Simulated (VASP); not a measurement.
# GePt with r2SCAN: from relaxation to properties, part 5 of 5

Wanted: the relaxed cell of GePt and its properties. The start is a cell from a database of measured crystal structures.

VASP 6.6.1; r2SCAN; plane waves and PAW (Ge_d, Pt).

Still holding for the runs below: Spin-orbit coupling is off here; with elements this heavy it splits and shifts levels by tenths of an eV or more.

So far. Step 6 (Total and projected DOS (r2SCAN)): The finer mesh and the other smearing move the Fermi level by +0.04 eV from the 5×7×5 run, a small shift, which tests the Fermi level alone. Of the states within 0.3 eV of the Fermi level, the largest shares in the PAW spheres are Pt d 49 %, Ge p 14 % and Ge s 9 %. The rest lies in smaller channels or between the spheres. The relaxed cell has a, b, c = 5.760, 3.724, 6.122 Å (conventional setting).

## Step 8: Independent-particle dielectric function (r2SCAN)

LOPTICS sums transitions from filled to empty bands. The mesh is finer than in the run before. NBANDS is raised for it.

INCAR

```
SYSTEM = GePt
PREC = Accurate
ENCUT = 410
EDIFF = 1E-06
NELM = 100
ISMEAR = 0
SIGMA = 0.05
LREAL = .FALSE.
ALGO = Normal
METAGGA = R2SCAN
LASPH = .TRUE.
NBANDS = 112
LORBIT = 11
LWAVE = .FALSE.
LCHARG = .FALSE.
KPAR = 4
LOPTICS = .TRUE.
NEDOS = 1500
CSHIFT = 0.1
```

POSCAR

```
GePt
1.0
    5.7597635835      0.0000000000      0.0000000000
    0.0000000000      3.7237183874      0.0000000000
    0.0000000000      0.0000000000      6.1216618447
Ge Pt
4 4
Direct
    0.1870131780      0.2500000000      0.5878598857
    0.3129868220      0.7500000000      0.0878598857
    0.6870131780      0.2500000000      0.9121401143
    0.8129868220      0.7500000000      0.4121401143
    0.9973084321      0.2500000000      0.1936115873
    0.5026915679      0.7500000000      0.6936115873
    0.4973084321      0.2500000000      0.3063884127
    0.0026915679      0.7500000000      0.8063884127
```

KPOINTS

```
Automatic mesh
0
Gamma
7 11 7
0 0 0
```

Potentials, in the order of the species: Ge_d and Pt (PBE family, release 64).

Command:

```sh
$ mpirun -np 4 vasp_std
```

The program printed:

```text
[... set-up lines as in an earlier step ...]
 entering main loop
       N       E                     dE             d eps       ncg     rms          rms(c)
DAV:   1     0.775026191783E+03    0.77503E+03   -0.27012E+04 33784   0.198E+03
DAV:   2    -0.106363945472E+03   -0.88139E+03   -0.76070E+03 21504   0.583E+02
DAV:   3    -0.275498174104E+03   -0.16913E+03   -0.16188E+03 23376   0.127E+02
DAV:   4    -0.284286280007E+03   -0.87881E+01   -0.87284E+01 24872   0.320E+01
DAV:   5    -0.284476000588E+03   -0.18972E+00   -0.18961E+00 26432   0.464E+00    0.217E+01
DAV:   6    -0.265647317882E+03    0.18829E+02   -0.48200E+00 24136   0.109E+01    0.108E+01
DAV:   7    -0.265330388553E+03    0.31693E+00   -0.51106E-01 28464   0.451E+00    0.609E+00
DAV:   8    -0.265329020535E+03    0.13680E-02   -0.86076E-02 25384   0.101E+00    0.103E+00
DAV:   9    -0.265319272419E+03    0.97481E-02   -0.15926E-02 29552   0.716E-01    0.184E-01
DAV:  10    -0.265320150981E+03   -0.87856E-03   -0.31788E-03 27496   0.222E-01    0.123E-01
DAV:  11    -0.265320051666E+03    0.99315E-04   -0.15897E-04 24640   0.477E-02    0.506E-02
DAV:  12    -0.265320001501E+03    0.50165E-04   -0.23263E-05 23872   0.207E-02    0.666E-03
DAV:  13    -0.265320001361E+03    0.13969E-06   -0.47938E-06 26504   0.690E-03
   1 F= -.26532000E+03 E0= -.26531837E+03  d E =-.325695E-02
 optical routines
 imaginary and real dielectric function
 direction            1
 direction            2
 direction            3
```

Elapsed: 14 min, on 4 MPI ranks of AMD EPYC 7R43, shared host; peak memory 5.9 GiB.

OUTCAR, selected parts (step 8):

```text
   k-points           NKPTS =     96   k-points in BZ     NKDIM =     96   number of bands    NBANDS=    112

   NELECT =      96.0000    total number of electrons

 E-fermi :   9.4665

 k-point     1 :       0.0000    0.0000    0.0000
  band No.  band energies     occupation
    ...
     44       6.5876      2.00000
     45       6.7898      2.00000
     46       7.8485      2.00000
     47       7.8810      2.00000
     48       8.4132      2.00000
     49      10.1583      0.00000
     50      10.4565      0.00000
     51      12.4706      0.00000
     52      12.8487      0.00000
     53      12.9436      0.00000
    ...

  Total        0.1502895     -0.1298705     -0.2677153      0.0000000      0.0000000      0.0000000
  in kB        1.8339534     -1.5847850     -3.2668787      0.0000000      0.0000000      0.0000000
  external PRESSURE =      -1.0059034 kB  Pullay stress =       0.0000000 kB

 POSITION                                       TOTAL-FORCE (eV/Angst)
 -----------------------------------------------------------------------------------
      1.07715      0.93093      3.59868        -0.012697     -0.000000     -0.005340
      1.80273      2.79279      0.53785         0.012697      0.000000     -0.005340
      3.95703      0.93093      5.58381        -0.012697     -0.000000      0.005340
      4.68261      2.79279      2.52298         0.012697      0.000000      0.005340
      5.74426      0.93093      1.18522         0.005465     -0.000000     -0.008681
      2.89538      2.79279      4.24606        -0.005465      0.000000     -0.008681
      2.86438      0.93093      1.87561         0.005465     -0.000000      0.008681
      0.01550      2.79279      4.93644        -0.005465      0.000000      0.008681
 -----------------------------------------------------------------------------------
    total drift:                               -0.000000     -0.000000     -0.000000

  FREE ENERGIE OF THE ION-ELECTRON SYSTEM (eV)
  ---------------------------------------------------
  free  energy   TOTEN  =      -265.3200013613 eV

  energy  without entropy=     -265.3167444118  energy(sigma->0) =     -265.31837289

 plasma frequency squared (from intraband transitions) (eV^2)
  --------------------------------------------------------------------------------------
      28.244       0.000       0.000
       0.000      17.257       0.000
       0.000       0.000      19.773

[... 8 parts as in an earlier step ...]

[... 8 further parts left out ...]
```

These are independent-particle spectra without excitons or local fields, and fine structure depends on the mesh and on CSHIFT. The intraband (Drude) part is not in this spectrum.

This step gave:

* SCF cycles: 13
* bands: 112
* irreducible k-points: 96
* free energy (TOTEN): -265.3200 eV
* energy at zero smearing: -265.3184 eV
* Fermi energy: 9.466 eV
* pressure: -0.1006 GPa

The imaginary dielectric function has structure finer than the step of the table below, so its rows give means over 1 eV, whole bins alone (the curve runs from 0 to 25.0 eV). Peaks (eV: height): xx 0.7: 32.3, 2.4: 21.2; yy 1.0: 39.4, 2.4: 25.8; zz 0.5: 34.5, 2.6: 21.9.

The imaginary dielectric function by photon energy; means over each step:

```csv
photon energy (eV),xx,yy,zz
1,23.2,30.8,21.0
2,18.9,22.2,16.7
3,17.9,15.8,15.8
4,13.7,9.61,12.8
5,10.7,8.96,13.3
6,9.12,8.73,9.59
7,7.00,7.12,7.30
8,5.20,5.20,5.52
9,3.98,3.90,4.13
10,3.27,3.48,3.17
11,2.97,3.14,2.84
12,2.57,2.61,2.47
13,2.08,2.10,2.28
14,1.90,1.85,2.13
15,1.56,1.69,1.67
16,1.46,1.48,1.34
17,1.22,1.18,1.09
18,1.11,1.06,0.939
19,1.13,1.000,0.944
20,1.01,0.967,0.892
21,0.888,0.854,0.829
22,0.844,0.787,0.742
23,0.734,0.756,0.702
24,0.640,0.660,0.682
```

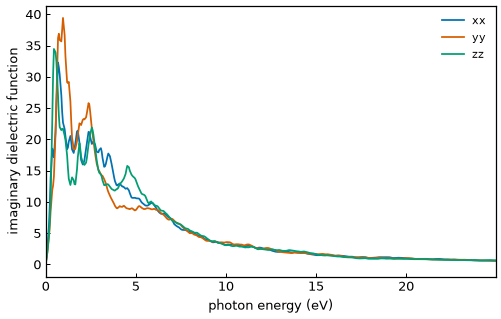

Imaginary dielectric function against photon energy.

The real dielectric function by photon energy:

```csv
photon energy (eV),xx,yy,zz
0.0,47.2,48.0,46.7
2.5,8.79,1.13,10.9
5.0,0.0665,1.69,-0.382
7.5,-2.21,-2.01,-2.31
10.0,-1.22,-0.879,-1.47
12.5,-1.12,-1.06,-0.747
15.0,-0.611,-0.505,-0.953
17.5,-0.225,-0.287,-0.340
20.0,-0.170,-0.00284,-0.0539
22.5,-0.0176,0.0865,0.0928
```

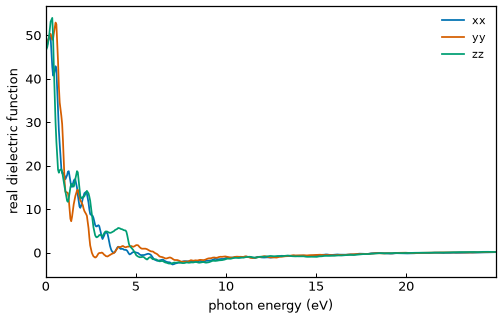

Real dielectric function against photon energy.

## Step 9: Results

```
relaxed volume                            : 16.41 Å³/atom
relaxed conventional cell a, b, c         : 5.760, 3.724, 6.122 Å
space group after relaxing, within 0.02 Å : Pnma (No. 62)
band gap                                  : none, a metal
DOS at the Fermi level                    : 1.72 states/eV/cell
highest zone-centre mode                  : 255 cm⁻¹
```

In words: With r2SCAN, GePt relaxes to 16.41 Å³/atom in space group Pnma (held by the symmetry of the run) and comes out as a metal. Against the listed cell the volume lies +2.1 % (a +0.7 %, b +0.7 %, c +0.6 %). Bands along the symmetry lines (r2SCAN): Of the bands kept, 4 cross the Fermi level on this path. Zone-centre phonons (r2SCAN): The highest mode in this list at Γ, 254.5 cm⁻¹, is mostly motion of Ge (92 % of the kinetic energy). Spin-orbit coupling is left out, and with elements this heavy it would split and shift bands near the Fermi level. The k-sampling is coarse for a metal, so the Fermi level, pressures and the shape of the cell carry errors. Modes at Γ alone can't show that the crystal is stable at other wave vectors. No search among competing phases was made, and a listed structure need not be the one stable at ambient conditions. All values are for a static lattice at zero temperature.

[Lines on the potential files, build, host, timing and source positions are cut from VASP's logs without a mark.]

[Logs are printed without paths, hosts, clocks, repeated set-up lines and the standing remarks that a program may print on its own settings, such as how far it seeks lower states.]

[Hosts, paths, dates, database ids (printed as entryN), source tags and the programs' standing remarks are cut or masked in the printed files.]

[A measured line is paired with the nearest computed mode of its activity, which favours agreement.]
